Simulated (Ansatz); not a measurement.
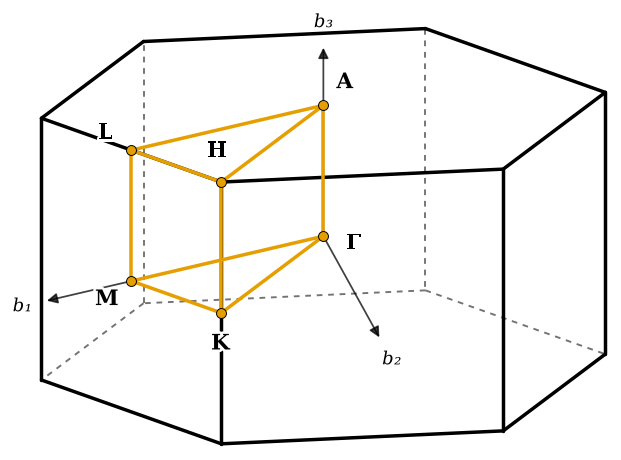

For Sc, the geometry relaxed with DFT, revPBE, plane waves (420 eV) with PAW, scalar-relativistic in Ansatz 0.2.0: the figure shows the first Brillouin zone with its special points and a band path. Symmetry computed with spglib at a tolerance of 0.002 Å; standard conventional cell.

Labels and path follow the convention of Hinuma et al. (2017), as computed by seekpath; the arrows show the directions of the reciprocal primitive vectors b₁, b₂, b₃.

> Name the Bravais lattice of the crystal.

A primitive hexagonal lattice (hP; extended symbol hP2). The zone is a hexagonal prism in its combinatorial type: 8 faces (6 with 4 edges, 2 with 6 edges), 18 edges, 12 vertices.

> In which order does the conventional band path visit the special points?

Γ–M–K–Γ–A–L–H–A | L–M | H–K
